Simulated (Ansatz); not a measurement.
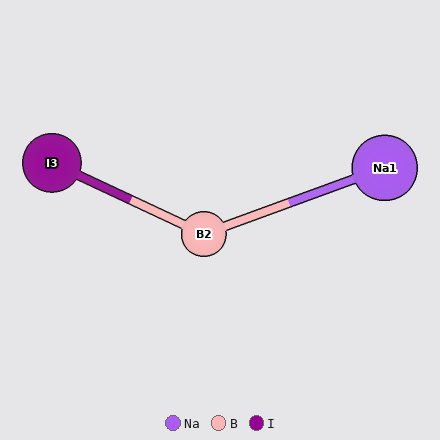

The system is BINa, SMILES [Na][B]I, spin multiplicity 2; the picture shows the reference structure. Coordinates scanned: (1) bond length Na1–B2; (2) bond length B2–I3. Nothing is relaxed (all other coordinates rigid). Grid: 9 × 9 points. Points are written as (first, second). Energies are in kcal/mol, from the relaxed molecule at the same level. Method: UKS PBE0-D4/def2-TZVP (Ansatz).

Its coordinates:

```xyz
3

Na    0.0667    2.3088    0.3439
B     0.5478   -0.1072    0.1785
I    -0.5609   -1.8320   -0.4522
```

Range: bond length Na1–B2 from 2.123 to 3.457 Å; bond length B2–I3 from 1.845 to 3.003 Å.

What will the energy surface look like?

The lowest grid point is at (2.457 Å, 2.134 Å), 0.022 kcal/mol from the relaxed molecule at the same level. It is the only kind of minimum in the scanned range. The highest grid point, (3.457 Å, 3.003 Å), lies 43.5 kcal/mol above the lowest. Round the minimum the two coordinates are nearly uncoupled.

```
bond length B2–I3 ↓, bond length Na1–B2 →  2.123  2.290  2.457  2.623  2.790  2.957  3.123  3.290  3.457
                                    3.003   41.7   35.7   33.6   33.8   35.1   36.6   38.6   41.1   43.5
                                    2.858   34.8   28.9   27.0   27.3   28.7   30.3   32.4   34.8   37.2
                                    2.714   27.8   22.0   20.2   20.5   22.0   23.7   26.0   28.4   30.7
                                    2.569   20.7   15.0   13.3   13.8   15.3   17.0   19.3   21.7   24.0
                                    2.424   14.1    8.5    6.9    7.5    9.1   10.8   13.1   15.5   17.8
                                    2.279    9.0    3.5    1.9    2.6    4.2    5.9    8.2   10.7   12.9
                                    2.134    7.0    1.5    0.0    0.7    2.4    4.1    6.3    8.8   11.0
                                    1.990   11.0    5.5    4.0    4.7    6.4    8.0   10.3   12.7   14.9
                                    1.845   26.0   20.5   19.0   19.7   21.3   22.8   25.1   27.5   29.7
```

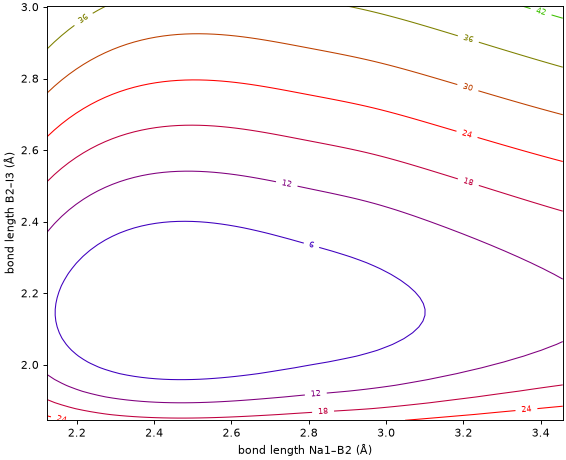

The picture shows contour lines labelled in kcal/mol. Between grid points the surface is interpolated.

The whole map (81 points run) took 22 min on 1 thread of Arm Neoverse V2, with other jobs on the host.
